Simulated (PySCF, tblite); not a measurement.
# 2-thiophenemethanol: a rotation path, then NMR shifts on frames, part 2 of 2

tblite 0.8.0 and PySCF 2.14.0. Atoms count from 0. Earlier steps stand in the parts before.

### 5 NMR shieldings: image 6, PBE0/pcSseg-1

The job: settings as JSON, then the geometry in Å.

```
{"job": {"kind": "nmr", "xc": "PBE0", "basis": "pcSseg-1", "pop": false}, "charge": 0, "multiplicity": 1}
O     -2.539600    -0.896100     0.082300
C     -1.787700     0.274600    -0.086600
C     -0.305900     0.056400    -0.047200
C      0.693200     0.958400    -0.245800
C      1.979600     0.381300    -0.149200
C      1.937400    -0.945400     0.127100
S      0.325500    -1.523500     0.270900
H     -2.319200    -1.298300     0.930100
H     -2.074100     0.661200    -1.070100
H     -2.068700     1.033400     0.662400
H      0.518100     1.998400    -0.456400
H      2.890000     0.936700    -0.286800
H      2.747000    -1.636500     0.251600
```

Method: GIAO PBE0/pcSseg-1 NMR shielding, non-relativistic, gas phase.

Standard output:

```text
coarse grid: 11864 points
cycle   1  E = -666.8988809020  dE =  1.284e+00  |g| = 6.397e-01  |ddm| = 3.600e+00
cycle   2  E = -666.8205841921  dE =  7.830e-02  |g| = 9.001e-01  |ddm| = 1.435e+00
cycle   3  E = -666.9778093621  dE = -1.572e-01  |g| = 9.123e-02  |ddm| = 9.725e-01
cycle   4  E = -666.9793533568  dE = -1.544e-03  |g| = 5.334e-02  |ddm| = 1.483e-01
cycle   5  E = -666.9800546003  dE = -7.012e-04  |g| = 1.209e-02  |ddm| = 6.046e-02
cycle   6  E = -666.9800852691  dE = -3.067e-05  |g| = 4.384e-03  |ddm| = 1.518e-02
cycle   7  E = -666.9800896103  dE = -4.341e-06  |g| = 1.577e-03  |ddm| = 5.195e-03
final grid: 111232 points
cycle   8  E = -667.0346257363  dE = -2.187e-05  |g| = 1.036e-02  |ddm| = 3.215e-02
cycle   9  E = -667.0345986385  dE =  2.710e-05  |g| = 1.494e-02  |ddm| = 2.393e-02
cycle  10  E = -667.0346495459  dE = -5.091e-05  |g| = 1.015e-03  |ddm| = 1.620e-02
cycle  11  E = -667.0346498042  dE = -2.583e-07  |g| = 3.589e-04  |ddm| = 1.618e-03
cycle  12  E = -667.0346498334  dE = -2.915e-08  |g| = 1.098e-04  |ddm| = 3.892e-04
cycle  13  E = -667.0346498360  dE = -2.616e-09  |g| = 3.160e-05  |ddm| = 1.100e-04
cycle  14  E = -667.0346498362  dE = -2.241e-10  |g| = 1.168e-05  |ddm| = 4.231e-05
converged SCF energy = -667.0346498362

GIAO shielding tensors (ppm)
atom      isotropic    diamagn.    paramagn.     s11        s22        s33       span
  0 O      297.560     386.355     -88.795    257.733    295.368    339.578     81.846
  1 C      120.972     238.069    -117.098     97.052    112.680    153.183     56.131
  2 C       26.234     265.756    -239.523    -42.571     19.718    101.555    144.127
  3 C       63.594     250.631    -187.037    -15.730     50.963    155.548    171.278
  4 C       54.372     253.335    -198.964    -28.479     43.445    148.149    176.629
  5 C       57.742     261.038    -203.297    -31.763     56.173    148.816    180.579
  6 S      286.754    1057.773    -771.019    135.429    307.251    417.581    282.153
  7 H       30.816      31.558      -0.742     22.735     29.281     40.432     17.697
  8 H       26.446      27.231      -0.785     20.928     27.296     31.113     10.185
  9 H       26.343      28.019      -1.676     20.468     27.297     31.265     10.797
 10 H       24.815      32.281      -7.467     21.590     24.888     27.966      6.376
 11 H       24.499      30.323      -5.824     21.333     24.540     27.624      6.291
 12 H       24.677      30.955      -6.278     21.642     24.550     27.838      6.196
```

Wall time 11 s (1 thread of Arm Neoverse V2, shared host); peak memory 0.8 GiB.

This run: δ C2 160.7, C4 132.6, C5 129.2, C3 123.3, H11 7.22, H12 7.04 ppm.

### 6 Nuclear shieldings: image 7, PBE0/pcSseg-1

The job: settings as JSON, then the geometry in Å.

```
{"job": {"kind": "nmr", "xc": "PBE0", "basis": "pcSseg-1", "pop": false}, "charge": 0, "multiplicity": 1}
O     -2.534400    -0.883300     0.222600
C     -1.788700     0.246000    -0.145200
C     -0.307100     0.039800    -0.081500
C      0.687800     0.963400    -0.172400
C      1.976600     0.388200    -0.098800
C      1.938400    -0.958700     0.053600
S      0.328400    -1.559200     0.102400
H     -2.299400    -1.141700     1.120800
H     -2.087100     0.459100    -1.177400
H     -2.063200     1.119800     0.466600
H      0.507600     2.017200    -0.289100
H      2.884600     0.960900    -0.158100
H      2.752100    -1.651000     0.138800
```

Level: GIAO PBE0/pcSseg-1 NMR shielding, non-relativistic, gas phase.

Standard output:

```text
coarse grid: 11864 points
cycle   1  E = -666.9017051424  dE =  1.280e+00  |g| = 6.363e-01  |ddm| = 3.601e+00
cycle   2  E = -666.8262260088  dE =  7.548e-02  |g| = 8.922e-01  |ddm| = 1.412e+00
cycle   3  E = -666.9797450828  dE = -1.535e-01  |g| = 8.967e-02  |ddm| = 9.554e-01
cycle   4  E = -666.9812260094  dE = -1.481e-03  |g| = 5.199e-02  |ddm| = 1.451e-01
cycle   5  E = -666.9818911031  dE = -6.651e-04  |g| = 1.237e-02  |ddm| = 5.979e-02
cycle   6  E = -666.9819237167  dE = -3.261e-05  |g| = 4.295e-03  |ddm| = 1.516e-02
cycle   7  E = -666.9819278823  dE = -4.166e-06  |g| = 1.522e-03  |ddm| = 5.075e-03
final grid: 111232 points
cycle   8  E = -667.0362554908  dE = -2.311e-05  |g| = 1.028e-02  |ddm| = 3.207e-02
cycle   9  E = -667.0362282895  dE =  2.720e-05  |g| = 1.487e-02  |ddm| = 2.378e-02
cycle  10  E = -667.0362790180  dE = -5.073e-05  |g| = 1.049e-03  |ddm| = 1.622e-02
cycle  11  E = -667.0362792941  dE = -2.762e-07  |g| = 3.624e-04  |ddm| = 1.657e-03
cycle  12  E = -667.0362793239  dE = -2.974e-08  |g| = 1.104e-04  |ddm| = 3.911e-04
cycle  13  E = -667.0362793265  dE = -2.623e-09  |g| = 3.194e-05  |ddm| = 1.094e-04
cycle  14  E = -667.0362793267  dE = -2.374e-10  |g| = 1.152e-05  |ddm| = 4.455e-05
converged SCF energy = -667.0362793267

GIAO shielding tensors (ppm)
atom      isotropic    diamagn.    paramagn.     s11        s22        s33       span
  0 O      293.041     386.771     -93.730    250.296    295.966    332.861     82.565
  1 C      120.797     238.214    -117.417     96.397    113.167    152.826     56.429
  2 C       26.777     265.538    -238.761    -41.425     18.337    103.420    144.845
  3 C       63.111     250.715    -187.605    -16.647     50.804    155.175    171.822
  4 C       54.642     253.329    -198.688    -28.545     43.733    148.737    177.282
  5 C       56.540     261.261    -204.721    -33.813     54.704    148.728    182.541
  6 S      282.507    1057.443    -774.936    131.427    303.263    412.831    281.404
  7 H       30.857      31.725      -0.868     23.600     28.695     40.275     16.675
  8 H       26.463      27.016      -0.553     21.409     26.955     31.025      9.616
  9 H       26.387      28.345      -1.958     20.381     27.361     31.420     11.038
 10 H       24.802      32.313      -7.510     21.671     24.835     27.901      6.229
 11 H       24.524      30.360      -5.836     21.395     24.563     27.614      6.219
 12 H       24.640      30.978      -6.339     21.662     24.533     27.724      6.061
```

Wall time 12 s (1 thread of Arm Neoverse V2, shared host); peak memory 0.8 GiB.

This run: δ C2 160.1, C4 132.3, C5 130.4, C3 123.8, H11 7.19, H12 7.08 ppm.

### 7 Shielding tensors: image 8, PBE0/pcSseg-1

The job: settings as JSON, then the geometry in Å.

```
{"job": {"kind": "nmr", "xc": "PBE0", "basis": "pcSseg-1", "pop": false}, "charge": 0, "multiplicity": 1}
O     -2.532700    -0.827700     0.372000
C     -1.794100     0.218600    -0.204600
C     -0.313700     0.015500    -0.127700
C      0.671600     0.952900    -0.101500
C      1.966200     0.388700    -0.042300
C      1.940700    -0.966700    -0.018100
S      0.338600    -1.588700    -0.076900
H     -2.233800    -0.962600     1.278700
H     -2.115700     0.251700    -1.252400
H     -2.046300     1.186100     0.258700
H      0.480300     2.011000    -0.122100
H      2.869500     0.971100    -0.014300
H      2.765000    -1.649500     0.032600
```

Method: GIAO PBE0/pcSseg-1 NMR shielding, non-relativistic, gas phase.

Standard output:

```text
coarse grid: 11864 points
cycle   1  E = -666.9033959624  dE =  1.271e+00  |g| = 6.353e-01  |ddm| = 3.595e+00
cycle   2  E = -666.8302820979  dE =  7.311e-02  |g| = 8.877e-01  |ddm| = 1.348e+00
cycle   3  E = -666.9810952962  dE = -1.508e-01  |g| = 8.656e-02  |ddm| = 9.046e-01
cycle   4  E = -666.9824490165  dE = -1.354e-03  |g| = 5.037e-02  |ddm| = 1.406e-01
cycle   5  E = -666.9830731268  dE = -6.241e-04  |g| = 1.268e-02  |ddm| = 5.846e-02
cycle   6  E = -666.9831078874  dE = -3.476e-05  |g| = 4.158e-03  |ddm| = 1.488e-02
cycle   7  E = -666.9831117985  dE = -3.911e-06  |g| = 1.444e-03  |ddm| = 4.893e-03
final grid: 111232 points
cycle   8  E = -667.0375689062  dE = -2.244e-05  |g| = 1.048e-02  |ddm| = 3.355e-02
cycle   9  E = -667.0375396026  dE =  2.930e-05  |g| = 1.529e-02  |ddm| = 2.410e-02
cycle  10  E = -667.0375933880  dE = -5.379e-05  |g| = 1.128e-03  |ddm| = 1.647e-02
cycle  11  E = -667.0375937123  dE = -3.243e-07  |g| = 3.648e-04  |ddm| = 1.697e-03
cycle  12  E = -667.0375937423  dE = -3.002e-08  |g| = 1.118e-04  |ddm| = 3.925e-04
cycle  13  E = -667.0375937450  dE = -2.653e-09  |g| = 3.187e-05  |ddm| = 1.096e-04
cycle  14  E = -667.0375937452  dE = -2.326e-10  |g| = 1.210e-05  |ddm| = 4.474e-05
converged SCF energy = -667.0375937452

GIAO shielding tensors (ppm)
atom      isotropic    diamagn.    paramagn.     s11        s22        s33       span
  0 O      283.708     387.151    -103.443    236.788    289.800    324.535     87.747
  1 C      120.280     238.591    -118.311     95.975    113.038    151.827     55.852
  2 C       27.347     265.579    -238.232    -40.848     14.113    108.775    149.623
  3 C       61.239     250.815    -189.576    -18.425     50.157    151.984    170.409
  4 C       55.577     253.380    -197.803    -28.004     44.777    149.960    177.964
  5 C       54.276     261.354    -207.078    -38.192     53.689    147.330    185.522
  6 S      279.106    1057.210    -778.103    127.477    295.042    414.800    287.322
  7 H       30.897      31.893      -0.996     24.034     28.779     39.878     15.844
  8 H       26.497      26.954      -0.457     22.287     26.320     30.884      8.597
  9 H       26.447      28.662      -2.215     20.602     27.261     31.479     10.877
 10 H       24.758      32.358      -7.600     21.782     24.718     27.773      5.991
 11 H       24.598      30.414      -5.816     21.538     24.576     27.681      6.143
 12 H       24.557      30.957      -6.400     21.663     24.570     27.438      5.775
```

Wall time 12 s (1 thread of Arm Neoverse V2, shared host); peak memory 0.8 GiB.

Key values: δ C2 159.6, C5 132.6, C4 131.3, C3 125.7, H12 7.16, H11 7.12 ppm.

### 8 Comparing the runs: NMR shifts

Shifts (ppm) of some atoms, chosen among heavy atoms and hydrogens apart, with basis size and wall time:

```
  frame     C2     C5     C3   H10    H7    O0   S6  functions  time
image 0  155.5  133.7  132.8  7.36  0.32  73.2  224        156  15 s
image 3  160.3  132.0  127.9  7.02  0.48  55.8  211        156  12 s
image 6  160.7  129.2  123.3  6.90  0.90  38.5  217        156  11 s
image 7  160.1  130.4  123.8  6.91  0.86  43.0  221        156  12 s
image 8  159.6  132.6  125.7  6.96  0.82  52.4  225        156  12 s
```

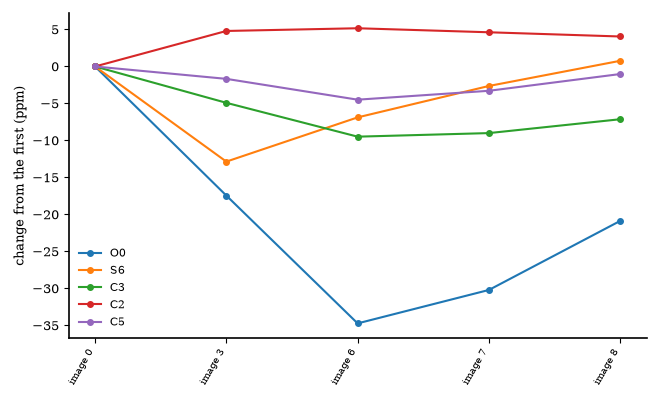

How five of the tabulated atoms move from run to run.

### 9 Results

This closing draws on all 2 parts.

```
                                       quantity                                   value
                                        barrier      0.026 eV (0.6 kcal/mol) at image 6
                          end to end (GFN2-xTB)                                0.022 eV
13C shifts against TMS (PBE0/pcSseg-1, image 0)    155.5, 133.7, 132.8, 132.7, 63.7 ppm
 1H shifts against TMS (PBE0/pcSseg-1, image 0)  7.36, 7.23, 7.12, 4.94, 4.93, 0.32 ppm
17O shifts against H2O (PBE0/pcSseg-1, image 0)                                73.2 ppm
33S shifts against CS2 (PBE0/pcSseg-1, image 0)                                 224 ppm
          surface potential, 1st and 99th percentile                      -1.59 V and 1.79 V
                       range of the shift of O0                        38.5 to 73.2 ppm
```

What this shows: Along the band the dihedral turns by 120°, and the top (dihedral -3°) lies 0.6 kcal/mol above the start (GFN2-xTB, rough), so at room temperature this motion is fast. Ends this close can change order at a higher level. The top was not checked by a frequency run. Shifts at one fixed geometry are not the observed spectrum, which averages over the motion. In the first frame run (image 0): The widest tensor belongs to S6: span 257 ppm, with a paramagnetic part of -778 ppm. NICS(1)zz of -27 ppm above the planar ring from C2 marks a diatropic (aromatic) ring current. At PBE0/pcSseg-1, counted by nearest atom on the grid, the HOMO lies on C2, C5 about 29 % each; C3, C4 about 11 % each, the LUMO on C2, C5 about 21 % each; S6 19 %. In ppm, O0 moves most: its shift spreads over 34.7 ppm, from 38.5 (image 6) to 73.2 (image 0).
